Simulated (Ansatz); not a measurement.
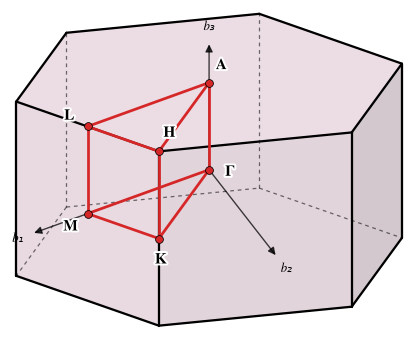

The figure shows the first Brillouin zone with its special points and a band path. Crystal: Zr, the end point of a relaxation with Ansatz, DFT, LDA (PW92), plane waves (420 eV) with PAW, scalar-relativistic. Geometry calculated from the standardised cell; symmetry tolerance 0.002 Å.

Labels and path follow the convention of Hinuma et al. (2017), as computed by seekpath; the arrows show the directions of the reciprocal primitive vectors b₁, b₂, b₃.

> Which Bravais lattice has this zone?

A primitive hexagonal lattice (hP; extended symbol hP2). The zone is a hexagonal prism in its combinatorial type: 8 faces (6 with 4 edges, 2 with 6 edges), 18 edges, 12 vertices.

> Write the standard path through the labelled points.

Γ–M–K–Γ–A–L–H–A | L–M | H–K
